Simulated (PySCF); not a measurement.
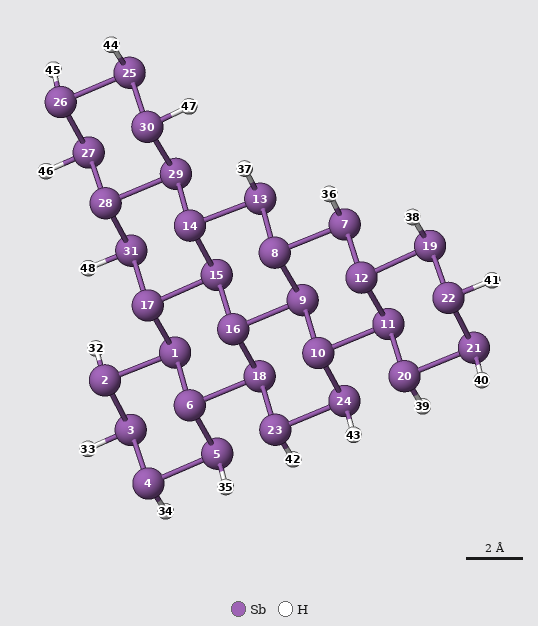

The structure (ball-and-stick view, seen at a tilt; atoms are numbered from 1 in the order of the input). Sticks mark near contacts. Bond lengths as drawn: H–Sb 1.70 Å and Sb–Sb 2.75 to 2.76 Å.

Excited-state calculation, with input and output: Sb$_{31}$H$_{17}$

Sb$_{31}$H$_{17}$, computed with TDDFT PBE/def2-SVP, vertical, gas phase, core orbitals frozen in the response (PySCF 2.14.0).

The geometry comes from this level: GFN1-xTB.

### Output
```
start: PBE on a coarse grid of 273954 points
cycle   1  E = -7123.7382618653  dE = -5.246e+02  |g| = 2.460e+01  |ddm| = 7.704e+01
cycle   2  E = -1093.3324667271  dE =  6.030e+03  |g| = 4.605e+01  |ddm| = 8.763e+02
cycle   3  E = -5543.1353153318  dE = -4.450e+03  |g| = 4.015e+01  |ddm| = 9.422e+02
cycle   4  E = -7248.1362288499  dE = -1.705e+03  |g| = 1.660e+01  |ddm| = 3.480e+02
cycle   5  E = -4787.4548158604  dE =  2.461e+03  |g| = 3.748e+01  |ddm| = 6.687e+02
cycle   6  E = -7091.3439805839  dE = -2.304e+03  |g| = 2.292e+01  |ddm| = 6.492e+02
cycle   7  E = -7313.2726838597  dE = -2.219e+02  |g| = 1.365e+01  |ddm| = 5.611e+01
cycle   8  E = -5271.6043491684  dE =  2.042e+03  |g| = 4.252e+01  |ddm| = 2.497e+02
cycle   9  E = -7189.2105317415  dE = -1.918e+03  |g| = 1.788e+01  |ddm| = 2.406e+02
cycle  10  E = -7357.5796171786  dE = -1.684e+02  |g| = 1.176e+01  |ddm| = 3.286e+01
cycle  11  E = -5461.8183258818  dE =  1.896e+03  |g| = 3.361e+01  |ddm| = 5.046e+02
...
cycle  35  E = -7458.6925639070  dE = -6.282e-03  |g| = 1.248e-01  |ddm| = 4.637e-01
cycle  36  E = -7458.6987155007  dE = -6.152e-03  |g| = 3.953e-02  |ddm| = 2.734e-01
cycle  37  E = -7458.6993044278  dE = -5.889e-04  |g| = 1.716e-02  |ddm| = 9.458e-02
cycle  38  E = -7458.6994038992  dE = -9.947e-05  |g| = 7.817e-03  |ddm| = 3.846e-02
cycle  39  E = -7458.6994257918  dE = -2.189e-05  |g| = 3.182e-03  |ddm| = 1.687e-02
cycle  40  E = -7458.6994272326  dE = -1.441e-06  |g| = 2.327e-03  |ddm| = 8.371e-03
cycle  41  E = -7458.6994303633  dE = -3.131e-06  |g| = 1.002e-03  |ddm| = 5.076e-03
cycle  42  E = -7458.6994310727  dE = -7.094e-07  |g| = 3.025e-04  |ddm| = 2.021e-03
cycle  43  E = -7458.6994299829  dE =  1.090e-06  |g| = 1.021e-04  |ddm| = 6.670e-04
cycle  44  E = -7458.6994297669  dE =  2.160e-07  |g| = 3.648e-05  |ddm| = 2.402e-04
converged SCF energy = -7458.6994297669
Vertical ionisation energy (delta-SCF) = 6.3371 eV   <S^2> = 0.751

Static polarisability (au): isotropic 1664.844, principal 758.145 1872.131 2364.255

Singlet excitations
state   eV       nm        f      main configurations
  1   2.3761    521.8   0.00550   H->L 0.94
  2   2.4033    515.9   0.00154   H-1->L 0.79, H-2->L 0.17
  3   2.4110    514.2   0.00222   H-2->L 0.79, H-1->L 0.15
  4   2.4503    506.0   0.00378   H-3->L 0.93
  5   2.4641    503.2   0.00229   H->L+1 0.74, H-1->L+1 0.12
  6   2.4904    497.8   0.00380   H-1->L+1 0.41, H-4->L 0.24, H->L+2 0.17

Triplet excitations (Tamm-Dancoff, eV): 2.2869 2.3261
```

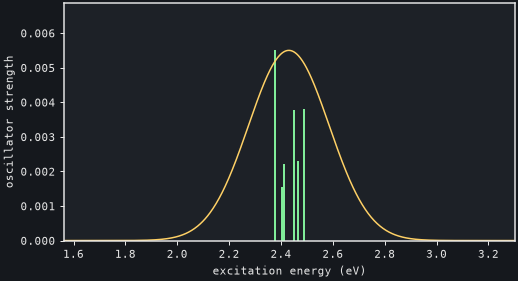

Computed excitations as sticks (degenerate states added up, dark ones marked on the axis), with a Gaussian envelope of 0.35 eV full width at half maximum, scaled to the tallest. Of the 6 states the lowest lies at 2.38 eV (f = 0.005); the strongest line is at 2.38 eV, or 522 nm (f = 0.005).

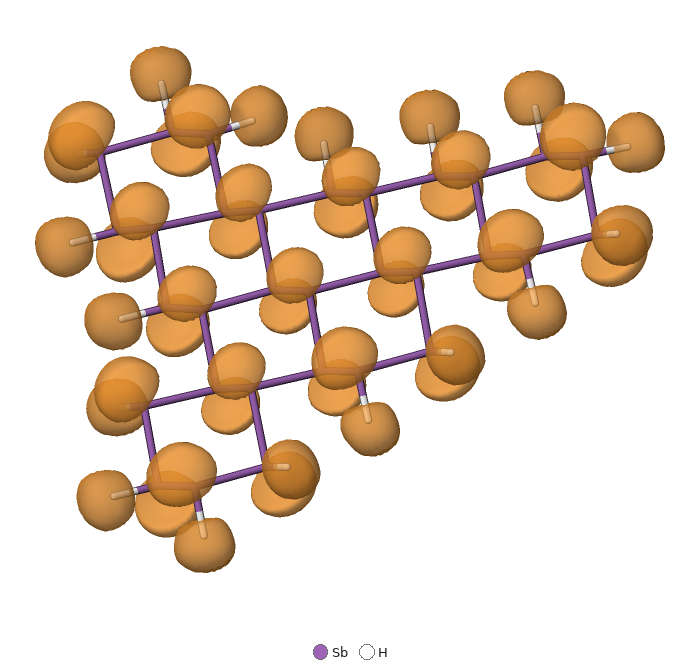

Isosurface of the electron localisation function at 0.75 (orange), seen at a tilt. Core shells and regions of very low density are left out. Profiles from the grid: Sb–Sb (2.75 Å): the ELF peaks at about 0.70 between the atoms. Sb–H (1.70 Å): the ELF climbs to about 1 towards the hydrogen, as it does in any bond to H.

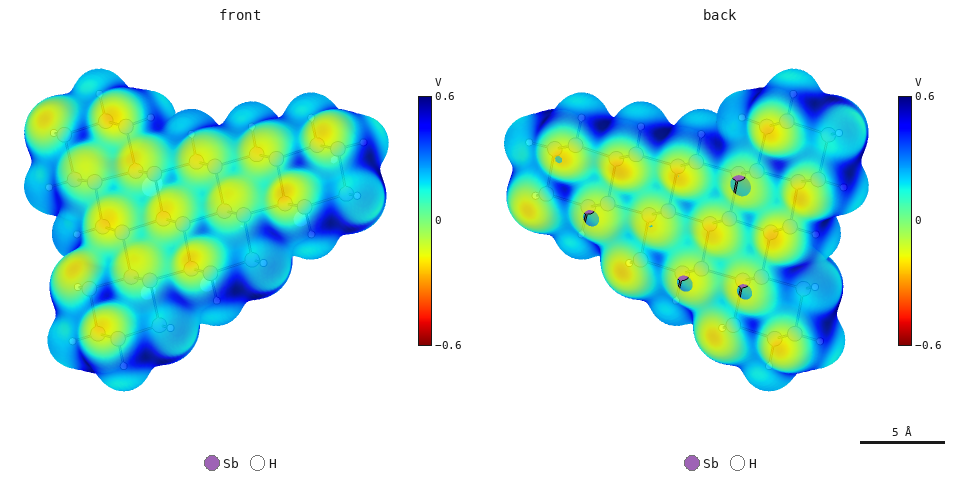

The electrostatic potential painted on the density surface at 0.001 e/bohr³, seen at a tilt and from behind; the colour scale runs from red (negative) to blue (positive). Its dipole moment is 0.14 D.

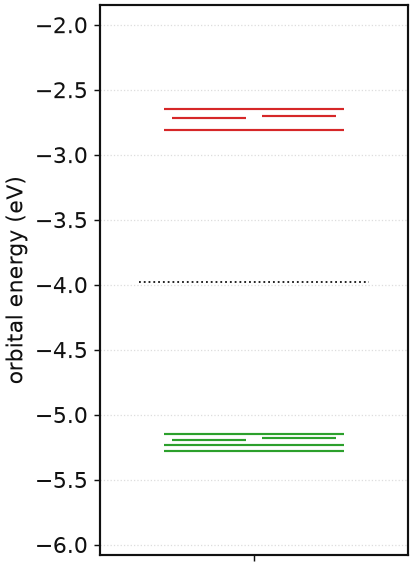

Orbital energies near the frontier; the dotted line parts filled from empty levels, and levels within 0.02 eV of each other stand side by side. Highest filled −5.15 eV, lowest empty −2.81 eV, 2.34 eV apart.

The run was set up as follows.

### Input file
```
{"job": {"kind": "uv", "basis": "def2-SVP", "grid": 1, "kgrid": 0, "vcut": null, "nstates": 6, "ntriplets": 2, "tda": false, "delta": ["ip_vertical"], "pop": true, "xc": "PBE"}, "charge": 0, "multiplicity": 1}
Sb    -4.748229     1.555241    -0.794915
Sb    -6.692986     2.749285     0.744159
Sb    -8.709517     1.588627    -0.721751
Sb    -8.712861    -0.736062     0.744468
Sb    -6.694444    -1.874736    -0.734140
Sb    -4.726024    -0.704211     0.787876
Sb     5.109761    -1.938397    -0.716642
Sb     3.154996    -0.758335     0.820396
Sb     1.197824    -1.908705    -0.742070
Sb     1.216717    -4.189930     0.808202
Sb     3.141491    -5.324198    -0.803211
Sb     5.121350    -4.242751     0.785128
Sb     3.198054     1.505719    -0.741544
Sb     1.247053     2.737809     0.760342
Sb    -0.752412     1.561952    -0.734338
Sb    -0.795849    -0.750512     0.763089
Sb    -2.780582     2.679598     0.768261
Sb    -2.788527    -1.840120    -0.802219
Sb     7.143383    -5.304071    -0.753467
Sb     3.196367    -7.601597     0.738700
Sb     5.195528    -8.788405    -0.732643
Sb     7.220204    -7.626433     0.717369
Sb    -2.800730    -4.124331     0.732482
Sb    -0.784302    -5.304214    -0.716431
Sb     3.151283     8.459649    -0.730690
Sb     1.128777     9.619748     0.724274
Sb    -0.835606     8.355001    -0.725157
Sb    -0.709699     6.078284     0.814295
Sb     1.191735     4.969828    -0.847868
Sb     3.124891     6.127018     0.726613
Sb    -2.714789     4.994490    -0.719408
H     -6.732645     4.133439    -0.239014
H     -9.918016     2.253402     0.271684
H     -9.910670    -1.394580    -0.265506
H     -6.724734    -3.264309     0.239795
H      6.368133    -1.240554     0.182490
H      4.447058     2.200698     0.173197
H      8.340546    -4.598603     0.222965
H      2.013271    -8.375078    -0.201583
H      5.203479   -10.152556     0.281290
H      8.386664    -8.328727    -0.300913
H     -3.993789    -4.861688    -0.224394
H     -0.829918    -6.711414     0.232916
H      4.323996     9.159851     0.280652
H      1.127543    10.973132    -0.304449
H     -2.058108     9.038278     0.235419
H      4.398119     5.501355    -0.205999
H     -3.935343     5.724559     0.205339
```

The first line tells a small driver script what to run in PySCF; the rest is the geometry in Å.

Launched with:
```bash
OMP_NUM_THREADS=4 python <driver script> task.json out
```

### Results in brief

```csv
quantity,value
outcome,converged
total energy,−7458.699430 hartree
HOMO,−5.15 eV
LUMO,−2.81 eV
dipole moment,0.14 D
mean polarisability,1664.84 a.u.
vertical ionisation energy,6.34 eV
lowest singlet excitation,2.38 eV
hardware,"4 CPU threads, shared host"
wall time,4.9 min (CPU time 13 min)
peak memory,2.9 GiB
```

### Notes

Spin–orbit coupling is left out, which matters for the heavy atoms.
